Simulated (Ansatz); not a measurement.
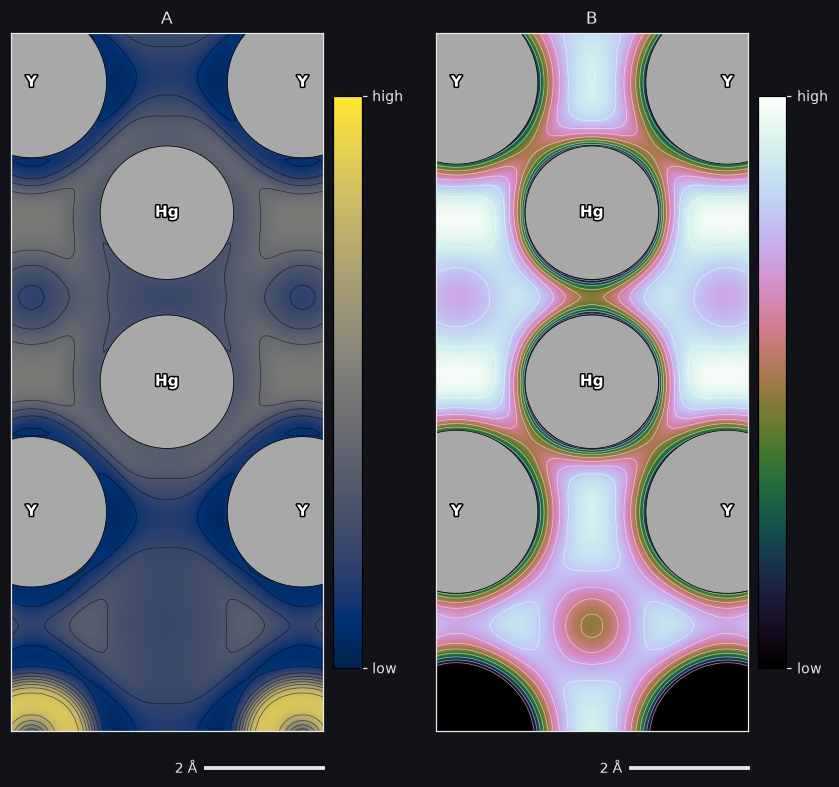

Y₂Hg₃: 2 fields on the (11̄0) plane of the conventional cell, with unlabelled colour scales. Grey discs cover the atomic cores.

Space group P4/mbm; built by placing these elements on a known structure type; computed pressure about −6 GPa in this cell.

These are results of Ansatz, DFT, PAW plane waves, PBE, not measurements.

**Which field does each panel show? The fields are: electron localisation function and electrostatic potential energy of an electron.**

Panel A: electron localisation function. Panel B: electrostatic potential energy of an electron (low next to the atoms, rising into the space between them). From the grid: Hg–Hg (2.90 Å): the ELF is about 0.20 at the midpoint (no shared electron pair shows on this line). Y–Hg (3.23 Å): the ELF is about 0.30 at the midpoint; no localised pair shows between them.
